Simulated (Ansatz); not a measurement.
## Frozen-phonon scan for ZrIr2 (cubic Laves, MgCu2 type)

ZrIr₂ (cubic Laves, MgCu2 type)

```yaml
crystal:
  lattice:
    - [0.00000, 3.65215, 3.65215]
    - [3.65215, 0.00000, 3.65215]
    - [3.65215, 3.65215, 0.00000]
  atoms:
    - { symbol: Zr, position: [0.50000, 0.50000, 0.50000] }
    - { symbol: Zr, position: [0.75000, 0.75000, 0.75000] }
    - { symbol: Ir, position: [0.62500, 0.12500, 0.12500] }
    - { symbol: Ir, position: [0.12500, 0.12500, 0.62500] }
    - { symbol: Ir, position: [0.12500, 0.62500, 0.12500] }
    - { symbol: Ir, position: [0.12500, 0.12500, 0.12500] }
```

The atoms are displaced by Q × the pattern below (from a DFPT mode at Γ, largest move 1; Q in Å), at fixed cell. It is one choice among 3 degenerate patterns.

```json
[
 {"atom": "Ir3", "x": "0.000", "y": "-0.707", "z": "0.707"},
 {"atom": "Ir4", "x": "0.000", "y": "0.707", "z": "0.707"},
 {"atom": "Ir5", "x": "0.000", "y": "-0.707", "z": "-0.707"},
 {"atom": "Ir6", "x": "0.000", "y": "0.707", "z": "-0.707"}
]
```

Atoms not listed stay in place.

The numbers are results of LDA (plane waves to 420 eV, PAW, scalar-relativistic; Ansatz, a quantum-chemistry and plane-wave program), not measurements. k mesh 11×11×11 (Γ-centred), Fermi-Dirac smearing 0.05 eV. Energies are smeared free energies. With partly filled bands, energies and forces of such displacements shift with the k mesh and the smearing. Spin-orbit coupling is left out, though Ir is heavy. ZrIr2 is run without spin polarisation. ZrIr2 was relaxed with its symmetry unable to fall. The zero of ΔE is the undisplaced structure.

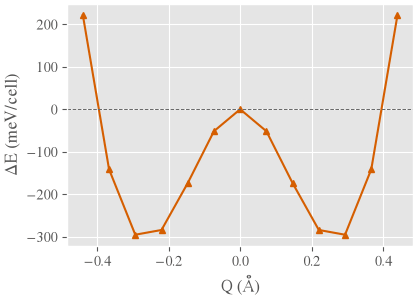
Figure. ΔE (meV/cell) against Q (Å); computed points joined by lines.

The depth of the well (fit) is 308 meV/cell, cell held fixed and the energy at Q = 0.440 Å is 222 meV/cell. Shape of the curve: a double well: the undisplaced structure is a maximum between two minima. Harmonic wavenumber from the curvature (finite differences): 84i cm⁻¹. Symmetry of the curve: even: the same for both signs.

E″ = -20.13 eV/Å², M = Σ mᵢ|uᵢ|² = 768.9 u, ν̃ = 521.5·√(|E″|/M), imaginary since E″ < 0.

(For displaced atoms, the force is minus the slope of the energy, and its curvature is a force constant, which sets phonon frequencies.)
